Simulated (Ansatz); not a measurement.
Band structure of BeSe (F-43m, 2 atoms in the cell).

```xyz
2
Lattice="0.0000 2.5700 2.5700 2.5700 0.0000 2.5700 2.5700 2.5700 0.0000" Properties=species:S:1:pos:R:3 pbc="T T T"
Be     0.0000     0.0000     0.0000
Se     1.2850     1.2850     1.2850
```

Level of theory: PBE (plane waves, PAW; Ansatz, a program for electronic structure).

Settings: kpoints.mp_grid.grid = 9 9 9; hamiltonian.xc = pbe; hamiltonian.pseudopotentials = {kind: paw} (the program's default PAW files); scf.occupations.method = fermi_dirac; scf.occupations.width = 0.05 eV; kpoints.band_path.npoints = 8.

The starting cell has typed, rounded lattice constants, without a prior relaxation at this level.

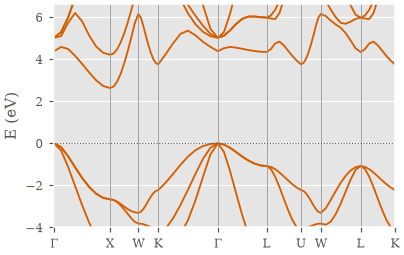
Figure: Bands along the path, energies from the top of the valence band on the path.

**Question.** Read off roughly the gap and where its edges lie.

**Answer.** The gap along the path is about 2.6 eV (computed: 2.63 eV), from Γ to X; the smallest direct gap on it is 4.38 eV.

Levels in eV from the top of the valence band on the path, bands 6 to 12:
```
point       6      7      8      9    10    11     12
-----  ------  -----  -----  -----  ----  ----  -----
Γ      -13.82   0.00   0.00   0.00  4.38  5.02   5.02
X      -12.01  -5.09  -2.66  -2.66  2.63  4.21  11.74
W      -11.97  -4.41  -3.81  -3.30  6.16  7.14   7.39
K      -12.02  -4.66  -4.03  -2.22  3.76  6.84   9.73
L      -12.47  -5.72  -1.08  -1.08  4.35  5.98   5.98
U      -12.02  -4.66  -4.03  -2.22  3.76  6.84   9.73
```

Keys are those of Ansatz 0.2.
